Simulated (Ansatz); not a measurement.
SrO (rock salt)

```
SrO
1.0
    0.00000     2.57997     2.57997
    2.57997     0.00000     2.57997
    2.57997     2.57997     0.00000
O Sr
1 1
Cartesian
  0.00000   0.00000   0.00000
  2.57997   2.57997   2.57997
```

The volume is varied about the relaxed value V₀ at fixed cell shape. Symmetry pins the atoms to their sites.

Method: r2SCAN (plane waves to 500 eV, PAW, scalar-relativistic; Ansatz, a first-principles code). k mesh 11×11×11 (Γ-centred), Fermi-Dirac smearing 0.05 eV. E stands for the smeared free energy. SrO was relaxed with its symmetry unable to fall. The zero of ΔE is the relaxed starting cell.

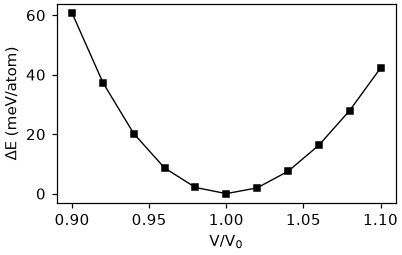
*ΔE (meV/atom) against V/V₀; markers are the computed points, lines only join them.*

Question: What is ΔE at V/V₀ = 0.900?

Answer: About 61 meV/atom.

Question: What is ΔE at V/V₀ = 1.100?

Answer: About 42 meV/atom.

Question: What bulk modulus B₀ follows from a third-order Birch-Murnaghan fit?

Answer: About 94 GPa.

(A scan under strain: stresses follow from slopes of the energy per volume, elastic moduli from its curvatures.)
